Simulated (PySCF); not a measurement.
# CS$_{2}$, SMILES `S=C=S`: electronic structure

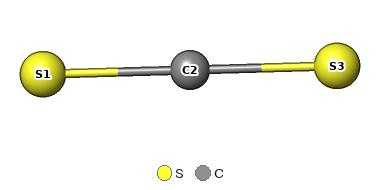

The molecule, with its atoms numbered as below. No frequency check shows the geometry to be a minimum.

Geometry (Å), atoms numbered from 1:

```
S1      -1.5501    0.0000    0.0000
C2       0.0000   -0.0000    0.0000
S3       1.5501    0.0000    0.0000
```

### 1. Bonding charge

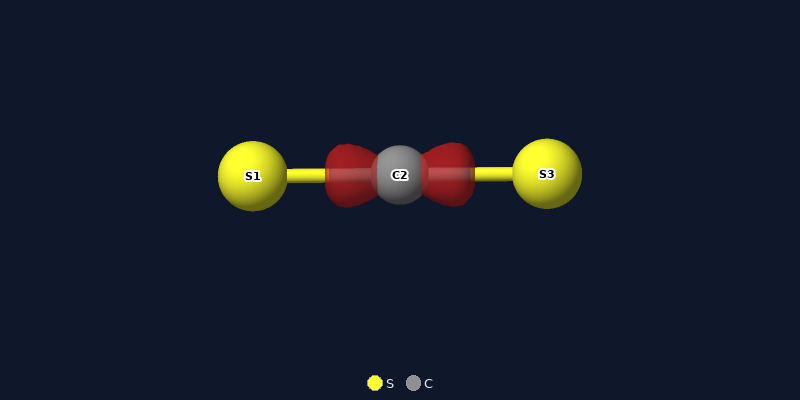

Deformation density (molecule less spherical, spin-averaged free atoms at the same positions), surfaces at ±0.3 e/Å³; red: gain, blue: loss.

Level of theory: B3LYP/def2-SVP (PySCF), at a geometry from GFN2-xTB.

> How much density has each bond gained at its critical point, relative to the free atoms?

S1–C2 and C2–S3: +0.05 e/Å³ at the bond critical point (bond length 1.55 Å, Mayer order 1.9); up to 0.6 Å beside the axis the gain reaches +0.56 e/Å³. In all, 0.6 electrons gather in the regions of gain relative to the promolecule. A small or negative value marks a very polar bond, one between electron-rich atoms, whose free-atom densities already overlap strongly, a long bond to a heavier atom, or a closed-shell contact such as a hydrogen bond.

> Where do the Hirshfeld charges lie?

The highest Hirshfeld charge is on S1 and S3 (0.00 e), the lowest on C2 (−0.01 e).

### 2. Bond critical points

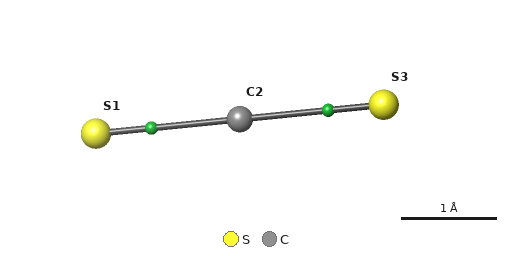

Molecular graph of the electron density (QTAIM): bond paths, bond critical points (green), ring points (magenta, if any); weak paths are dashed.

> How many critical points of each kind are there, and does the count close?

3 nuclei, 2 bond, 0 ring and 0 cage critical points: 3 − 2 + 0 − 0 = 1, as the Poincaré–Hopf relation requires.

> Tabulate density, Laplacian, ellipticity and energy density at the bond critical points (atomic units).

| bond | length (Å) | ρ (a.u.) | ∇²ρ (a.u.) | ε | H (a.u.) |
| --- | --- | --- | --- | --- | --- |
| S1–C2 (2 alike) | 1.550 | 0.242 | +0.74 | 0.00 | −0.266 |

> What kind of interaction is S1–C2?

Polar or intermediate (positive Laplacian, negative energy density H): ρ = 0.242, ∇²ρ = +0.74, H = −0.266 a.u.

### 3. Local ionisation energy

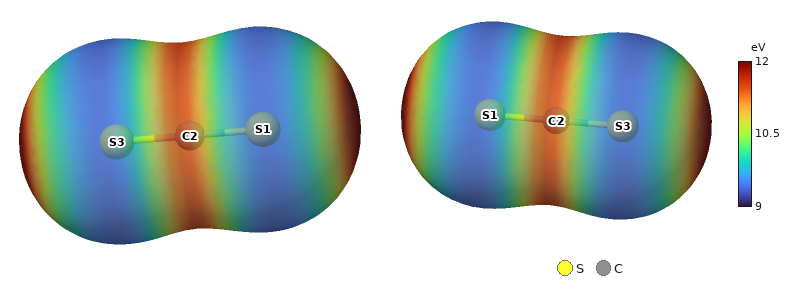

Average local ionisation energy on the surface of electron density 0.001 a.u. (back view left, front view right).

> Where are the most loosely bound electrons on this surface?

The lowest value is 9.4 eV, 2.2 Å from S3, and at like points elsewhere. For comparison, the highest occupied orbital lies at −7.4 eV.

> What volume does the surface enclose, and what is the dipole moment?

About 82 Å³; the dipole moment is 0.0 D.

### 4. In an electric field

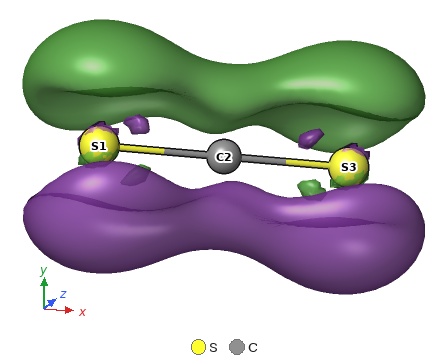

Change of the electron density in a uniform field of 0.51 V/Å, surfaces at ±0.004 e/Å³ (purple: gain, green: loss).

PySCF calculation, ωB97X/cc-pVTZ, gas phase; geometry: GFN2-xTB. A basis without diffuse functions makes polarisabilities too small.

> Along which Cartesian direction does the field point?

Along +y: electrons gather on the −y side, against the field.

> What dipole is induced, and what polarisability does it imply?

The induced dipole is 0.66 D (along the field); α along this axis, from the fields in both directions, is 26 bohr³ (3.9 Å³).

> Which atoms gain and lose the most charge?

Hardly any: no atom's Hirshfeld charge changes by as much as 0.002 e. The density shifts from one side of each atom to the other; 0.074 electrons are displaced in all.

### 5. Localised orbitals

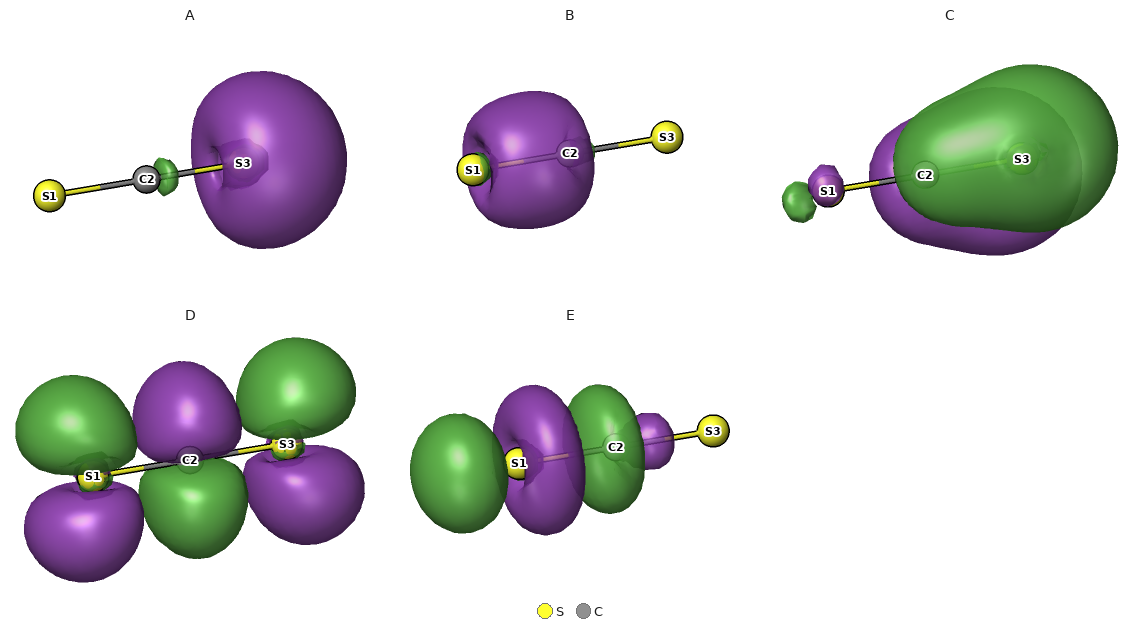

Intrinsic bond orbitals (IBO), occupied and valence-virtual; each surface holds about 85 % of the orbital's density. Energies are diagonal elements of the Fock matrix.

> Identify each orbital.

By panel:
- A: lone pair on S3 (s-type) (S3 100 %; −15.2 eV)
- B: σ bond C2–S1 (C2 56 %, S1 44 %; −19.7 eV)
- C: π bond S3–C2 (S3 73 %, C2 25 %; −9.1 eV)
- D: antibonding multicentre orbital mainly over C2, S1 and S3 (C2 50 %, S1 25 %, S3 25 %; −1.1 eV)
- E: σ* orbital S1–C2 (S1 56 %, C2 43 %; 7.8 eV)

> How do all the valence pairs divide up?

8 pairs: 4 two-centre π bonds, 2 σ bonds and 2 lone pairs.
